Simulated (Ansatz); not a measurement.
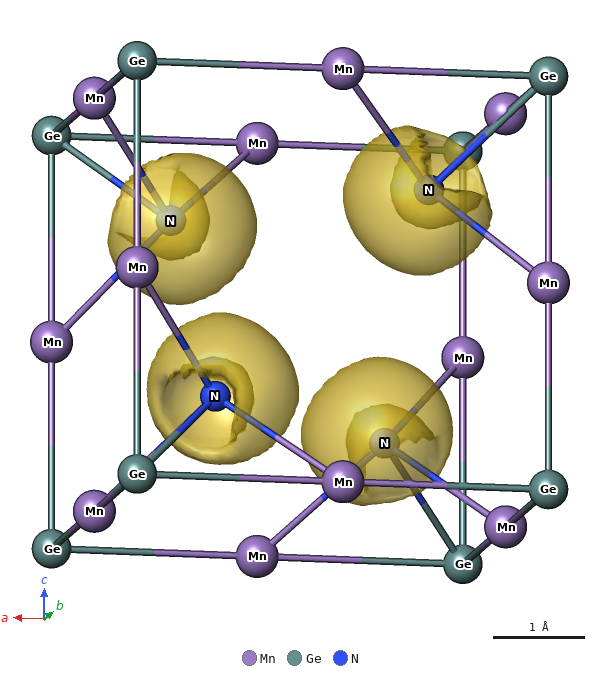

The picture shows: Mn₃GeN₄. Isosurface of the electron localisation function at 0.75 (yellow), seen at an oblique angle. Only the valence region is drawn (cores and ρ < 0.01 e/Å³ removed). Sticks mark near contacts.

Space group P-43m; started from the VCu3S4_215 prototype, which need not be the ambient phase; the SCF solution may not be the lowest one; the program warned that another magnetic order may lie lower; spin-polarised.

Theory: DFT PBE, scalar-relativistic, plane waves, PAW (Ansatz).

In a PAW calculation such maps are meaningful between the atoms, not at the nuclei.

```
Mn Ge N
1.0
     4.62229    0.00000    0.00000
     0.00000    4.62229    0.00000
     0.00000    0.00000    4.62229
Mn Ge N
3 1 4
Direct
  0.50000 0.00000 0.00000
  0.00000 0.50000 0.00000
  0.00000 0.00000 0.50000
  0.00000 0.00000 0.00000
  0.24029 0.24029 0.24029
  0.24029 0.75971 0.75971
  0.75971 0.75971 0.24029
  0.75971 0.24029 0.75971
```

What do the ELF domains correspond to?

Answer. At this value the surface marks out four regions wrapped around N (the valence shell of each), counted in one cell of 8 atoms. Any copies at cell faces, edges or corners count once. Profiles from the grid: Ge–N (1.92 Å): the ELF peaks at about 0.70 in the valence shell of N, 0.6 Å from its nucleus, and is about 0.45 at the midpoint. Mn–N (1.98 Å): the ELF peaks at about 0.85 in the valence shell of N, 0.6 Å from its nucleus, and is about 0.30 at the midpoint (no shared electron pair shows on this line).
